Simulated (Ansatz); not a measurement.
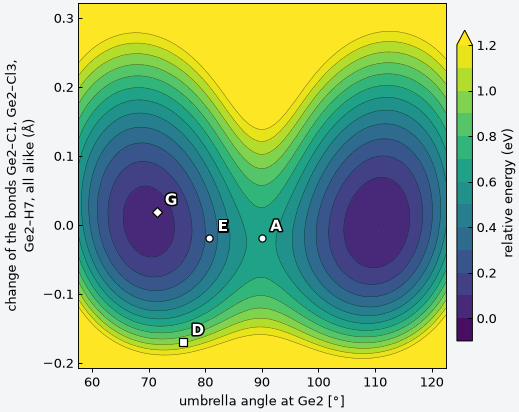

CH₄ClGe, SMILES [CH3][GeH][Cl], spin multiplicity 2. First axis: umbrella angle at Ge2 (between each of its bonds and their common axis; 90 is planar). Second axis: change of the bonds Ge2–C1, Ge2–Cl3, Ge2–H7, all alike. Nothing is relaxed (all other coordinates rigid). Grid: 15 × 15 points. Points are written as (first, second). All energies are given in eV relative to the relaxed molecule at the same level. Theory: UKS PBE0-D4/def2-TZVP in Ansatz.

Drawn: filled contours, one colour for all values above the top of the scale, lettered points. Between grid points the surface is interpolated.

Rank the lettered points by energy, lowest first.

Answer. G (0.05 eV), E (0.33 eV), A (0.64 eV), D (0.99 eV).

What kind of point is each of A, D, E, G: minimum, saddle, maximum or slope?

Answer. A: saddle point; D: on a slope; E: on a slope; G: minimum. (In these two coordinates alone; a stationary point may lie a little off the grid point.)
